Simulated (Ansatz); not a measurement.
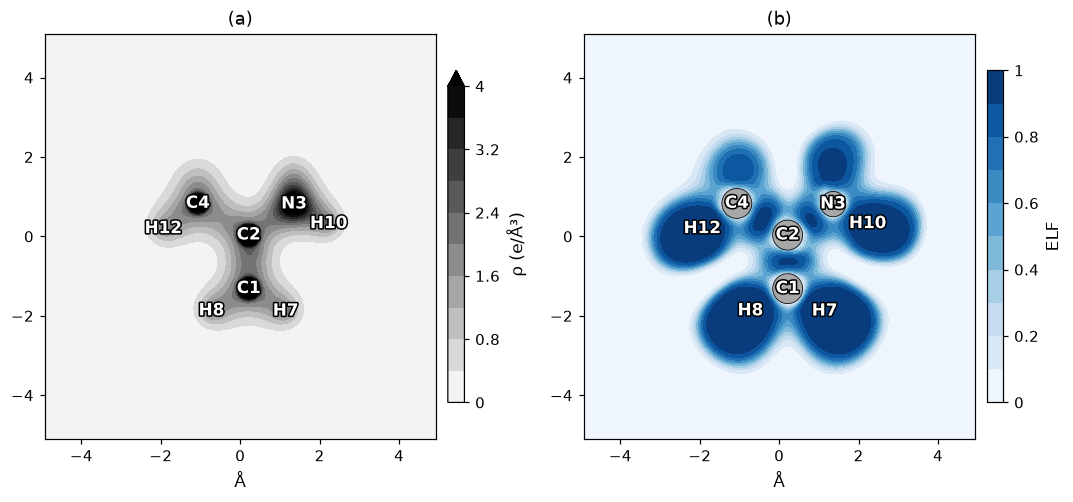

Figure. C₃H₈ClNSi (SMILES C=C(N)C[SiH2]Cl). (a) electron density; (b) electron localisation function on the plane of atoms C2, C1 and H8. Grey discs cover the atomic cores in the ELF map.

Level of theory: Ansatz, RKS B3LYP-D4/def2-SVP.

The calculation's input:

```
crystal:
  periodic: [false, false, false]
  atoms:
    - { symbol: C, position_ang: [-0.2436, -1.9692, -0.4197] }
    - { symbol: C, position_ang: [0.3639, -0.8424, -0.0003] }
    - { symbol: "N", position_ang: [1.1425, -0.8817, 1.1022] }
    - { symbol: C, position_ang: [0.3922, 0.4726, -0.7818] }
    - { symbol: Si, position_ang: [-0.8437, 1.7658, -0.1535] }
    - { symbol: Cl, position_ang: [-0.2578, 2.3779, 1.7404] }
    - { symbol: H, position_ang: [-0.2039, -2.87, 0.0973] }
    - { symbol: H, position_ang: [-0.8619, -1.8871, -1.3367] }
    - { symbol: H, position_ang: [1.2643, 0.017, 1.6603] }
    - { symbol: H, position_ang: [0.9859, -1.6592, 1.7678] }
    - { symbol: H, position_ang: [1.322, 0.8793, -0.8107] }
    - { symbol: H, position_ang: [0.0584, 0.262, -1.8026] }
    - { symbol: H, position_ang: [-2.2957, 1.3108, -0.053] }
    - { symbol: H, position_ang: [-0.8357, 2.995, -0.981] }
basis:
  gaussian: { orbitals: def2-SVP }
hamiltonian:
  xc: b3lyp
  dispersion: d4
relax:
  f_tol: 0.015
  max_steps: 40
output:
  orbitals: {}
```

Launched as:

```sh
ansatz run input.yaml --threads 2 --pin off --max-ram 3072MiB --backend cpu --events-out ev --progress --plain --runs-dir out
```

The fields are those of the relaxed geometry.

**Read the bonding off the picture.**

The plane passes through C, N and H nuclei. C–C (1.35 Å): ρ at the midpoint is about 2.2 e/Å³; the ELF peaks at about 0.95 between the atoms (localised, covalent bonding). C–N (1.39 Å): the density is about 2.2 e/Å³ at the midpoint; the ELF peaks at about 0.95 between the atoms (a covalent bond). N–H (1.01 Å): ρ at the midpoint is about 2.8 e/Å³; the ELF climbs to about 1 towards the hydrogen, as it does in any bond to H: a covalent bond by its length. C–C (1.51 Å): ρ is about 1.7 e/Å³ halfway; the ELF peaks at about 0.95 between the atoms (localised, covalent bonding). C–H (1.09 Å): ρ at the midpoint is about 1.9 e/Å³; the ELF climbs to about 1 towards the hydrogen (an ordinary covalent bond to hydrogen).
